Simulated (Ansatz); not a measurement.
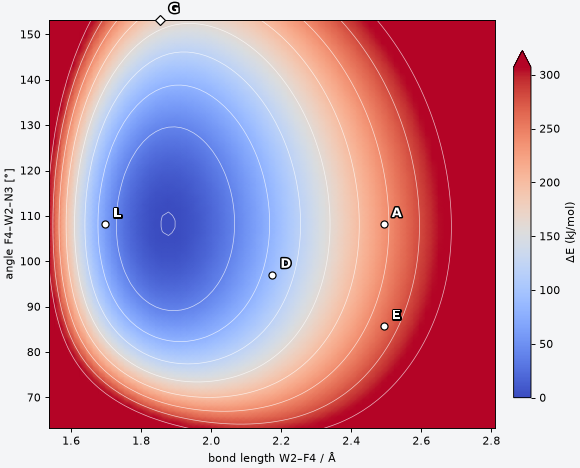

ClFH₂N₂W, SMILES [NH]=[W](=[NH])([F])[Cl]. First axis: bond length W2–F4. Second axis: angle F4–W2–N3. Nothing is relaxed (all other coordinates rigid). Grid: 9 × 9 points. Points are written as (first, second). Energies are in kJ/mol, from the lowest grid point. The reference is spin-restricted, which grows unreliable where a bond is stretched far. Computed with Ansatz, RKS CAM-B3LYP-D4/def2-SVP.

The picture shows a smooth colour map with a few white contour lines, one colour for all values above the top of the scale, lettered points. Between grid points the surface is interpolated.

Is L the lowest point of the computed grid?

Answer. No. L lies 63 kJ/mol above the lowest grid point, which is at (1.855 Å, 108.2°).

Rank the lettered points by energy, lowest first.

Answer. L (63 kJ/mol), D (93 kJ/mol), G (176 kJ/mol), A (233 kJ/mol), E (261 kJ/mol).
